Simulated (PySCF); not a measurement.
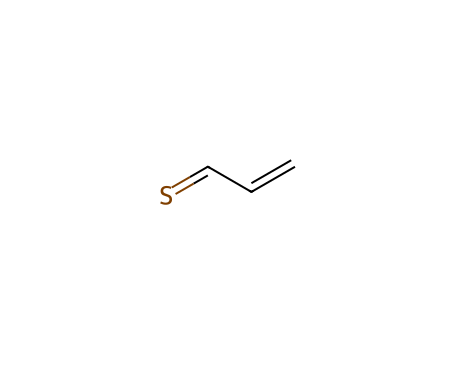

Structural formula above. The geometry was computed by an optimisation with PBE0-D3(BJ)/def2-SVP. No frequency run is at hand to confirm it as a minimum.

What does the molecule look like in three dimensions?

Formula C₃H₄S. As SMILES it reads `C=CC=S`. It has no ring. Among its groups: alkene. This geometry has Cs symmetry. All atoms lie on one plane. Coordination: 3 C trigonal planar.

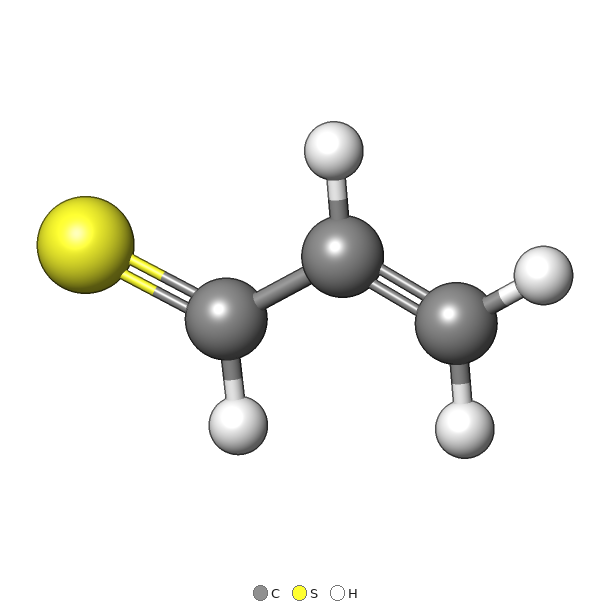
